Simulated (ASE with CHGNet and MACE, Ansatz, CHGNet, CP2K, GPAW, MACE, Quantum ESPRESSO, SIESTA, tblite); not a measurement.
# Machine-learned potentials runs on random packing of 55Li2O-45Nb2O5 (mol %) (96 atoms)

Aim: run random packing of 55Li2O-45Nb2O5 (mol %) (96 atoms) in machine-learned potentials and see how near its forces come to a plane-wave reference, and at what cost.

Method: the method is named at each step, in ASE with CHGNet and MACE.

## 1. The starting structure

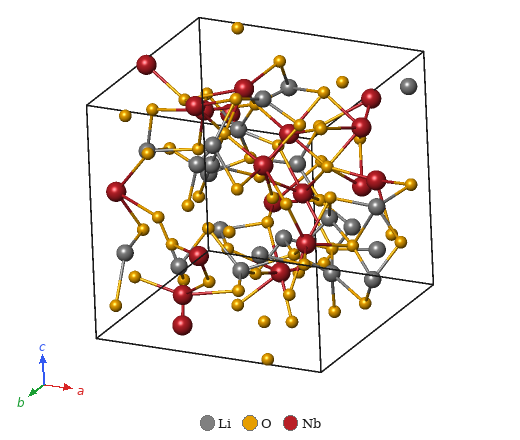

The cell as given, from a free direction (lithium grey, oxygen orange, niobium red). Bonds to atoms that aren't drawn are left out. Some periodic images of atoms are drawn too.

The cell holds 96 atoms: 22 Li, 56 O and 18 Nb. Its edges and angles: a = 10.533 Å, b = 10.533 Å, c = 10.533 Å, α = 90.0°, β = 90.0°, γ = 90.0°. 96 atoms (22 Li, 56 O, 18 Nb) packed at random in a cube at 3.87 g/cm³ and pushed apart as soft spheres, cations and anions kept from their own kind; a start for melting by ab initio MD, not an equilibrated structure. Then every atom was moved at random, 0.05 Å r.m.s. a Cartesian component.

The yardstick, on the same geometry:

- method: Kohn-Sham DFT, PBE, SSSP efficiency 1.3.0 pseudopotentials, plane waves (Quantum ESPRESSO 7.5); sssp-pbe-1.3.0-efficiency, cutoffs 60/480 Ry, Γ point
- r.m.s. force component: 1.832 eV/Å
- longest force: 6.69 eV/Å
- pressure: -15.79 GPa
- time: 18 min on 4 MPI ranks of Arm Neoverse V1, shared host
- CPU time: 73 min

## 2. CHGNet r2SCAN potential

Method: machine-learned interatomic potential CHGNet r2SCAN, trained on r2SCAN plane-wave data.

Input file run.py:

```python
import numpy as np
from ase.io import read
import mlip  # loads the published weights by name

atoms = read("structure.xyz")
atoms.calc = mlip.calc("chgnet-r2scan")
energy = atoms.get_potential_energy()
forces = atoms.get_forces()
print(f"energy {energy:.6f} eV")
print("forces (eV/A)")
for i, (a, f) in enumerate(zip(atoms, forces)):
    print(f"{i:4d} {a.symbol:2s} {f[0]:10.5f} {f[1]:10.5f} {f[2]:10.5f}")
stress = -atoms.get_stress(voigt=False) * 160.21766
print("stress (GPa, compression positive)")
for row in stress:
    print(" ".join(f"{x:10.4f}" for x in row))
```

Input file structure.xyz:

```xyz
96
Lattice="10.53340 0.00000 0.00000 0.00000 10.53340 0.00000 0.00000 0.00000 10.53340" Properties=species:S:1:pos:R:3 pbc="T T T"
Li 3.06648 5.34201 6.33700
Li 8.14442 4.58835 1.88137
Li 8.11504 0.19866 3.23881
Li 1.46383 3.53311 5.43376
Li 5.22172 9.76046 7.92112
Li 6.60234 5.86257 3.72682
Li 5.33569 7.10878 8.91968
Li 5.69320 9.81787 5.46631
Li 8.40376 7.79556 8.07185
Li 3.33445 0.91124 7.68559
Li 2.59596 7.73741 2.58290
Li 6.75223 5.09553 10.26754
Li 8.47096 1.52471 0.50529
Li 2.04854 9.14057 8.24344
Li 10.45977 4.83062 3.38175
Li 0.90872 0.96423 5.25975
Li 7.36611 3.10830 3.71861
Li 4.53010 5.85931 1.96954
Li 3.01645 1.15962 0.68857
Li 0.90503 9.33891 3.54596
Li 10.10785 0.68383 9.14499
Li 10.22667 6.57231 5.03254
O 0.27282 7.31587 1.60908
O 5.18243 5.17127 9.31490
O 3.69227 10.25637 9.01754
O 9.76394 4.64049 8.23312
O 3.90505 7.08729 10.32568
O 5.85689 7.09087 2.48904
O 1.31984 4.15174 8.57187
O 9.93837 2.45165 3.10409
O 7.93386 10.31589 0.12882
O 8.98710 6.09473 0.84752
O 4.78016 0.44546 6.53987
O 1.96911 0.95949 3.42293
O 1.64058 0.10913 7.12943
O 5.37572 3.18899 0.00074
O 7.31239 3.01656 9.34513
O 3.29190 6.27517 3.84975
O 0.55258 9.69431 1.24705
O 5.04423 3.69448 4.51240
O 7.44016 8.86554 5.69783
O 10.31473 9.28888 9.02702
O 5.31663 8.49234 4.05136
O 6.37102 4.52631 2.45892
O 9.71727 8.26672 3.95024
O 0.88438 6.85261 7.09288
O 2.16746 10.03622 5.04908
O 6.49363 8.36836 8.29073
O 5.31515 5.33001 6.13044
O 8.99163 3.29316 0.17169
O 8.73324 6.29086 9.26075
O 6.08788 6.93561 0.28230
O 0.26628 3.81172 1.76445
O 8.73040 5.59471 3.46233
O 3.78718 4.72602 0.52309
O 3.54122 7.51295 5.78378
[... 36 atom lines left out ...]
Nb 0.00274 4.95144 10.26417
Nb 3.36310 9.13688 0.55701
Nb 5.99572 9.06410 10.46799
Nb 9.05240 1.94457 5.22646
```

The run is started by

```bash
> OMP_NUM_THREADS=1 python run.py > output.txt
```

What it wrote:

```text
CHGNet vr2scan initialized with 412,525 parameters
CHGNet will run on cpu
energy -914.872437 eV
forces (eV/A)
   0 Li    0.51239    0.63297   -1.84551
   1 Li    0.40534   -0.06870   -0.01677
   2 Li   -0.62085    0.97302   -0.08063
   3 Li    0.68594    0.88515   -1.90008
   4 Li   -0.18658    0.16384    0.12646
   5 Li   -0.64246   -0.85033   -1.08342
   6 Li   -0.39210   -1.02573   -0.27651
   7 Li    0.41777   -0.31235   -0.69819
   8 Li   -0.10636   -0.98501    1.57182
   9 Li    0.30560   -1.39719   -0.21554
  10 Li   -0.17489   -0.31086    2.93974
  11 Li    0.01234    0.00393    0.04673
  12 Li   -1.29986    0.12553    0.43817
  13 Li    0.73691   -0.17311    1.03097
  14 Li   -0.02821   -0.31473   -1.59567
  15 Li    0.94690   -1.06905   -1.70886
  16 Li   -0.86798    1.01344   -0.10896
  17 Li    0.78227   -0.76472    0.08274
  18 Li    0.72956    0.44683    0.42185
  19 Li   -0.27927    0.32681   -0.57155
  20 Li    0.11220   -2.62522    0.37071
  21 Li    0.69340    1.54613   -0.90656
  22 O     3.58073   -2.31536   -1.58943
  23 O    -2.97848   -2.00123   -4.44224
[...]
88 Nb    2.43979    1.12287    1.26887
  89 Nb   -0.48211    3.96401    3.77631
  90 Nb   -2.26559    1.76428    3.51607
  91 Nb    1.69796   -1.33028    1.03311
  92 Nb   -4.79965   -2.99304    0.05793
  93 Nb   -0.85280    1.46866   -2.99784
  94 Nb    5.79041   -0.14482    1.07464
  95 Nb    1.01356   -2.86548   -2.99703
stress (GPa, compression positive)
  -15.5346     0.5641    -0.7195
    0.5641   -20.1479    -0.7140
   -0.7195    -0.7140   -16.1754
```

It took 4.9 s on 1 thread of Arm Neoverse V1, shared host; peak memory 1.5 GiB.

Banners, paths, timers and routine set-up lines are dropped from the logs unmarked, and long logs keep their key lines alone; longer cuts are marked.

Compared with the plane-wave run:

| Item | Value |
| --- | --- |
| r.m.s. force component | 1.926 eV/Å |
| r.m.s. difference of force components | 564.1 meV/Å |
| longest difference of force vectors | 3179 meV/Å |
| force difference over r.m.s. force | 30.78 % |
| slope of forces against the reference's | 1.005 |
| correlation of force components | 0.9562 |
| pressure | -17.29 GPa |
| pressure difference | -1.493 GPa |

Length of the force difference by element (eV/Å):

```tsv
element	atoms	mean	most
Li	22	0.40	0.76
Nb	18	1.3	3.2
O	56	0.81	1.8
```

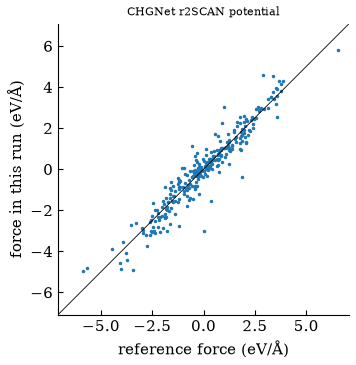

Force components against those of the reference; the line marks equality.

Local excerpt of 11 atoms (numbers count through the whole input) about Li7, which has 6 bonded neighbours where the commonest count for Li is 3; x, y, z are measured from there.

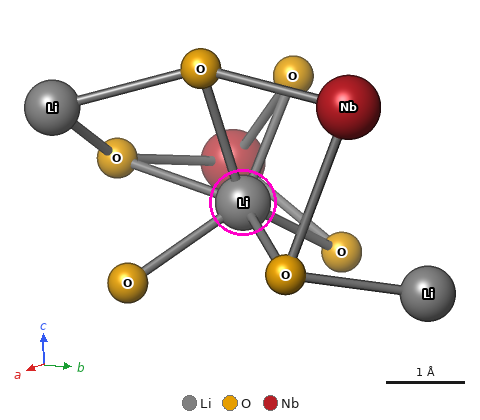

The atoms of the table, within 2.8 Å (arrows a, b, c point along x, y, z); some may hide others; the central atom is ringed.

```tsv
atom	x	y	z	distance (Å)	bonds	Fx	Fy	Fz (eV/Å)
Li7	0.00	0.00	0.00	0.00	6	-0.39	-1.03	-0.28
O48	1.16	1.26	-0.63	1.82	4	0.82	3.05	2.84
O74	1.33	-0.98	-0.90	1.88	3	3.40	-2.67	-4.07
O58	-1.66	0.52	-0.92	1.97	3	-0.94	-3.09	-0.65
O24	-0.15	-1.94	0.40	1.98	5	-2.98	-2.00	-4.44
O27	-1.43	-0.02	1.41	2.01	4	-2.77	1.81	2.26
O52	0.75	-0.17	1.90	2.05	3	0.51	4.57	-0.22
Nb95	0.66	1.96	1.55	2.58	7	5.79	-0.14	1.07
Nb83	-2.34	-1.44	-0.02	2.75	6	3.03	4.53	1.35
Li12	1.42	-2.01	1.35	2.81	2	0.01	0.00	0.05
Li5	-0.11	2.65	-1.00	2.84	4	-0.19	0.16	0.13
```

Atoms are counted from 1 here, from 0 in the log.

Forces lie 31 % from the reference's, at 0.0011 times its CPU time (on 1 against 4 cores).

## 3. CHGNet 0.3.0 potential

Method: machine-learned interatomic potential CHGNet 0.3.0, trained on PBE(+U) plane-wave data.

Edit run.py of step 2 so:

```diff
@@ -5,3 +5,3 @@
 atoms = read("structure.xyz")
-atoms.calc = mlip.calc("chgnet-r2scan")
+atoms.calc = mlip.calc("chgnet-0.3.0")
 energy = atoms.get_potential_energy()
```

structure.xyz is that of step 2.

What it wrote:

```text
CHGNet v0.3.0 initialized with 412,525 parameters
CHGNet will run on cpu
energy -593.369995 eV
forces (eV/A)
   0 Li    0.47047    0.94246   -2.02197
   1 Li    0.58826   -0.12294   -0.14513
   2 Li   -0.52466    1.26755   -0.37382
   3 Li    0.85227    0.99734   -2.04914
   4 Li   -0.17447    0.29155    0.01361
   5 Li   -0.84037   -1.04706   -1.05148
   6 Li   -0.34880   -1.13832   -0.35681
   7 Li    0.24987   -0.33178   -0.95859
   8 Li   -0.18701   -1.28504    1.97449
   9 Li    0.32704   -1.38149   -0.11140
  10 Li   -0.22278   -0.35505    3.21314
  11 Li    0.31908    0.08208    0.19262
  12 Li   -1.40951   -0.08530    0.28037
  13 Li    0.85799   -0.36006    1.14257
  14 Li    0.05813   -0.28259   -1.62140
  15 Li    0.89375   -0.78992   -1.83978
  16 Li   -0.94791    1.11736    0.21350
  17 Li    0.91853   -0.75863    0.23701
  18 Li    0.68081    0.66878    0.54295
  19 Li   -0.19082    0.40987   -0.98541
  20 Li   -0.01212   -2.86287    0.29222
  21 Li    0.89793    1.69583   -0.96136
  22 O     3.67301   -2.24530   -1.41039
  23 O    -3.09682   -2.13752   -4.16153
[...]
88 Nb    2.00262    0.84505    1.54623
  89 Nb   -0.68742    3.41178    4.37003
  90 Nb   -1.74770    1.36294    3.48966
  91 Nb    1.14484   -1.03653    1.09193
  92 Nb   -5.55626   -2.90082    0.22339
  93 Nb   -1.20574    1.30419   -2.74878
  94 Nb    6.48138    0.30607    1.39982
  95 Nb    0.93647   -2.91050   -3.15534
stress (GPa, compression positive)
  -13.3690     1.1028    -0.7804
    1.1028   -18.0651    -0.3580
   -0.7804    -0.3580   -13.9813
```

The job ended after 4.8 s (1 thread; peak memory 1.5 GiB).

Compared with the plane-wave run:

```
r.m.s. force component                  : 1.994 eV/Å
r.m.s. difference of force components   : 542.9 meV/Å
longest difference of force vectors     : 2849 meV/Å
force difference over r.m.s. force      : 29.63 %
slope of forces against the reference's : 1.048
correlation of force components         : 0.9632
pressure                                : -15.14 GPa
pressure difference                     : 0.6548 GPa
```

Against the first run (31 %), the force difference from the reference is 30 %, at 0.99 times the CPU time.

## 4. MACE MP-0b3 medium potential

Method: machine-learned interatomic potential MACE MP-0b3 medium, trained on PBE(+U) plane-wave data.

Edit run.py of step 3 so:

```diff
@@ -5,3 +5,3 @@
 atoms = read("structure.xyz")
-atoms.calc = mlip.calc("chgnet-0.3.0")
+atoms.calc = mlip.calc("mace-mp-0b3-medium")
 energy = atoms.get_potential_energy()
```

structure.xyz is that of step 3.

What it wrote:

```text
energy -566.871970 eV
forces (eV/A)
   0 Li    0.77352    0.73034   -1.95438
   1 Li    0.67519   -0.09773   -0.30566
   2 Li   -0.49719    1.65464   -0.42427
   3 Li    0.49906    0.44018   -1.87303
   4 Li   -0.03439   -0.05359    0.15118
   5 Li   -1.04581   -1.08708   -1.14883
   6 Li    0.07056   -0.80696   -0.64548
   7 Li    0.27489   -0.33957   -1.04795
   8 Li   -0.09669   -1.10893    2.32869
   9 Li    0.03077   -1.55925   -0.05376
  10 Li   -0.41867   -0.48841    3.30739
  11 Li    0.41802    0.05947    0.24135
  12 Li   -1.29371    0.37562    0.50341
  13 Li    0.94121   -0.19757    1.76031
  14 Li    0.09753   -0.27737   -1.69229
  15 Li    0.64910   -0.67262   -1.74582
  16 Li   -0.98324    0.87884   -0.30174
  17 Li    0.57617   -0.38571    0.14848
  18 Li    1.06848    1.02044    0.33557
  19 Li    0.07407    0.28900   -1.41937
  20 Li   -0.00382   -2.98580    0.05809
  21 Li    0.90578    1.56933   -1.05101
  22 O     4.13589   -2.42151   -1.14904
  23 O    -2.68428   -1.88878   -3.22365
[...]
88 Nb    0.56626    0.13003    1.44772
  89 Nb   -0.96816    2.07928    3.33152
  90 Nb   -1.31385    1.89325    1.84161
  91 Nb    0.73595    0.08461    0.61085
  92 Nb   -5.03220   -0.83094   -0.37894
  93 Nb   -0.64073    0.35999   -1.10595
  94 Nb    5.69430    0.90798    1.63151
  95 Nb    1.33643   -2.41950   -1.82203
stress (GPa, compression positive)
  -11.6828     1.3515    -0.4201
    1.3515   -14.3086     0.8229
   -0.4201     0.8229   -12.1864
```

Elapsed: 9.4 s, on 1 thread; peak memory 1.2 GiB.

Compared with the plane-wave run:

| Quantity | Value |
| --- | --- |
| r.m.s. force component | 1.732 eV/Å |
| r.m.s. difference of force components | 524.7 meV/Å |
| longest difference of force vectors | 2538 meV/Å |
| force difference over r.m.s. force | 28.63 % |
| slope of forces against the reference's | 0.9059 |
| correlation of force components | 0.9582 |
| pressure | -12.73 GPa |
| pressure difference | 3.067 GPa |

Against the first run (31 %), the force difference from the reference is 29 %, at 2.0 times the CPU time.

## 5. The ladder

Differences are against the plane-wave reference, forces as r.m.s. over components; share is that over the reference's r.m.s. force, slope the least-squares factor from reference forces to these. Total energies of different programs have different zeros and aren't compared.

```tsv
run	Δ force, r.m.s. (meV/Å)	share (%)	slope	Δ pressure (GPa)	cores	CPU time	memory (GiB)
reference	-	-	-	-	4	73 min	3.7
CHGNet r2SCAN potential	564	30.8	1.005	-1.49	1	4.8 s	1.5
CHGNet 0.3.0 potential	543	29.6	1.048	0.655	1	4.8 s	1.5
MACE MP-0b3 medium potential	525	28.6	0.906	3.07	1	9.4 s	1.2
```

Times of the machine-learned potentials are mostly Python's start and the loading of weights.

CPU time is summed over cores on a shared host, where runs went side by side, so it is rough. Symmetry, cutoffs, thresholds, outputs and thread counts weren't matched or tuned between programs; memory under MPI is the largest rank's times the ranks.

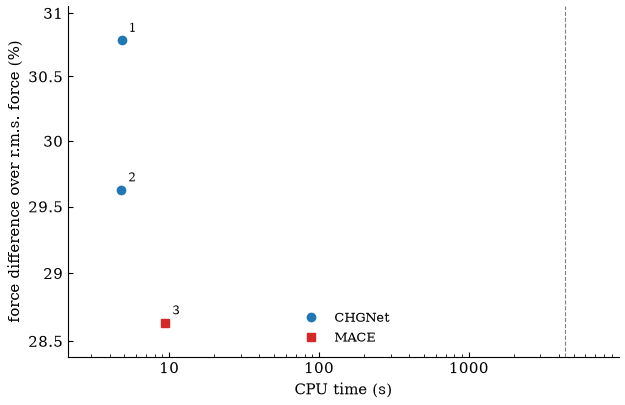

Force difference against CPU time; the dashed line marks the reference's time. Points: 1 CHGNet r2SCAN potential; 2 CHGNet 0.3.0 potential; 3 MACE MP-0b3 medium potential.

## 6. Outcome

| Quantity | Value |
| --- | --- |
| nearest in forces | MACE MP-0b3 medium potential, 29 % |
| its CPU time | 9.4 s |

Machine-learned potentials differ by 29 % (MACE MP-0b3 medium potential) to 31 % (CHGNet r2SCAN potential); they were trained on other programs' data, some at another functional. The reference's pressure holds the uncorrected Pulay stress of its 60 Ry basis, so small pressure differences, and their order, may be the reference's own error. Machine-learned potentials mimic data converged in k, so the reference's own k-point error enters their differences. The reference's stress is far from hydrostatic: its diagonal is -13.6, -17.2, -16.6 GPa, compression counted positive. The reference's pressure of -16 GPa belongs to a cell and atoms that aren't relaxed at this level. The runs have no spin polarisation, so any moments at edges, vacancies or dangling bonds can't form. The electronic-structure runs sample only Γ, in a cell whose shortest periodic width is 11 Å, which is coarse for a cell with partly filled levels.

[Also dropped from logs without a mark: logging warnings of Python, and SIESTA's first energy breakdown and zero terms.]

[Logs are printed without paths, hosts, clocks, repeated set-up lines and the standing remarks that a program may print on its own settings, such as how far it seeks lower states.]

[Hosts, paths, dates, database ids (printed as entryN), source tags and the programs' standing remarks are cut or masked in the printed files.]
